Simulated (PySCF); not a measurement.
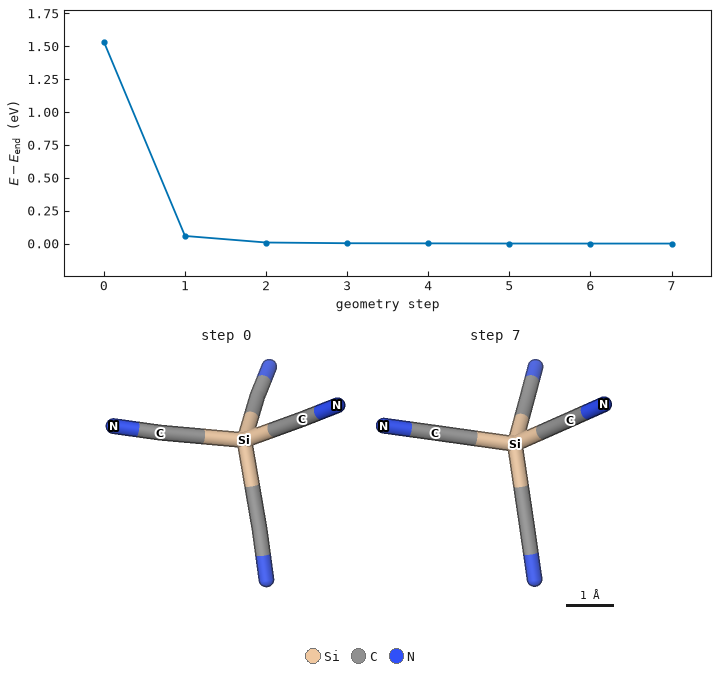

First and last geometry of a relaxation of SiC4N4, with the history of the run. The picture is a stick view, seen face on.

The start comes from GFN2-xTB. Its atoms were then displaced at random by about 0.03 Å.

The calculation used PBE0-D3(BJ)/def2-SVP geometry optimisation, gas phase (PySCF 2.14.0, density-fitted response routines). 

Question: Read the history and describe the run.

Answer: It converged. The energy falls by 1.534 eV in 7 geometry steps. A C atom moves most after the best rigid fit: 0.12 Å. Largest moves by element: C 0.12 Å, Si 0.09 Å, N 0.07 Å. Near-neighbour distances that change, for instance: C–Si 1.981 → 1.834 Å, C–N 1.050 → 1.159 Å, C–Si 1.910 → 1.833 Å, C–N 1.105 → 1.159 Å. Bond angles that change, for instance: Si–C–N 175.0° → 179.8°, C–Si–C 105.9° → 109.7°, C–Si–C 112.1° → 109.4°. Cost: 2.4 min on 1 thread of Intel(R) Xeon(R) Processor @ 2.50GHz, with other jobs on the host.
